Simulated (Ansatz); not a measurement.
**Cl$_{2}$F$_{2}$Ge: density, localisation and related maps**

```xyz
5

Ge   -0.0281   -0.0492    0.0406
Cl    0.0075    0.0129    2.1413
F     1.5578   -0.0062   -0.5462
F    -0.7836    1.3456   -0.5465
Cl   -1.0063   -1.7437   -0.7274
```

Level of theory: Ansatz 0.2.0, RHF/def2-SVP.

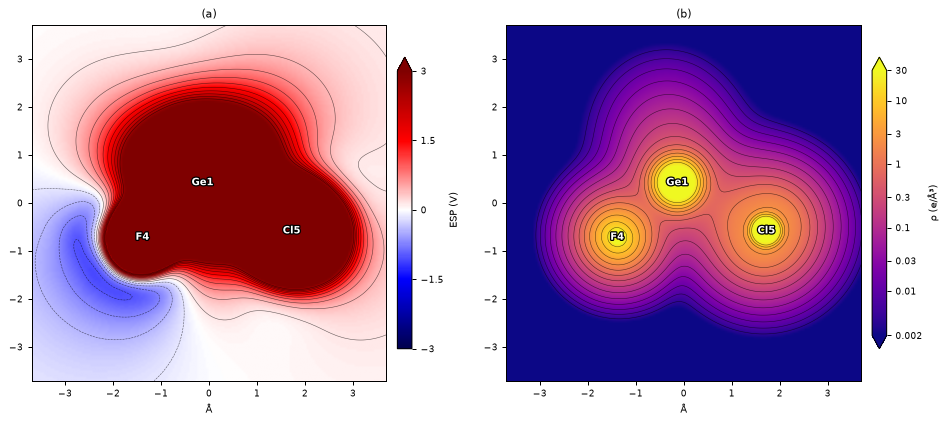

Figure 1. (a) molecular electrostatic potential; (b) total electron density on the plane of atoms F4, Ge1 and Cl5.

### Interpret the plot.

Atoms in the plane: Ge, F and Cl. Ge–F (1.69 Å): the density is about 1 e/Å³ at the midpoint. Ge–Cl (2.10 Å): the density is about 0.83 e/Å³ at the midpoint. Outside the dense part of the molecule the potential is most negative (−1.1 V) near F4.

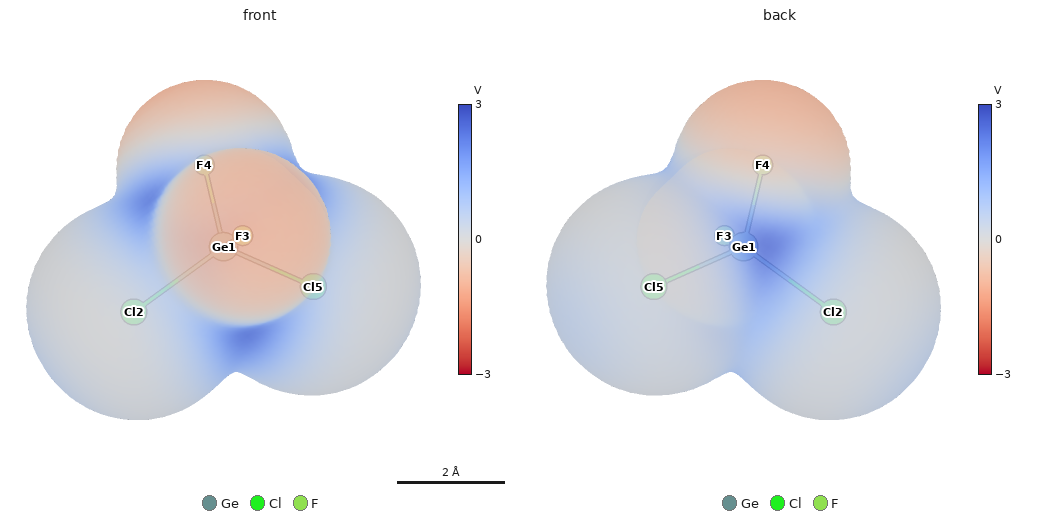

Figure 2. The electrostatic potential painted on the density surface at 0.001 e/bohr³, seen from the front and from behind; the colour scale runs from red (negative) to blue (positive).

### Where is the surface potential most negative and most positive?

The most negative region (about −0.9 V) lies over F3 and F4, the most positive (about +2.1 V) over Ge1.

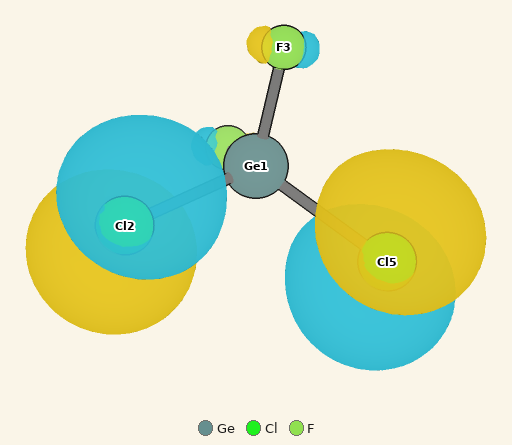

Figure 3. The HOMO−1 at ±0.1 Å⁻³ᐟ² (yellow and cyan are the two phases), seen at a tilt.

### Describe this orbital and give its energy.

By Hirshfeld shares it lies mainly on Cl2 (about 45 %) and Cl5 (about 45 %); largely a combination of lone pairs on Cl2 and Cl5. Its energy is −13.80 eV.
